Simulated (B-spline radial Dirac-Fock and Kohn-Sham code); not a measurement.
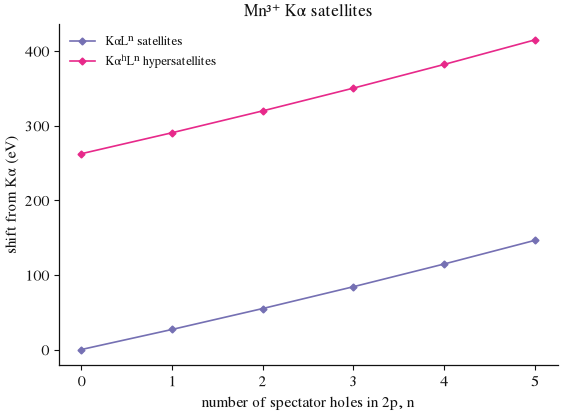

Shifts of Kα satellites and hypersatellites with the number of spectator holes in 2p, counted from the Kα line without spectators. Species: Mn³⁺, configuration [Ar] 3d4. Method: Dirac–Fock ΔSCF (average of configuration, Fermi nucleus, Breit and QED terms, no correlation) (computed with a radial B-spline solver).

The Kα centroid lies at 5.8929 keV. One spectator hole shifts it by 26.9 eV and 5 holes by 146 eV; the steps grow from 26.9 eV to 31.6 eV. The hypersatellite (both 1s electrons missing) lies 262 eV above Kα as an average over its terms.
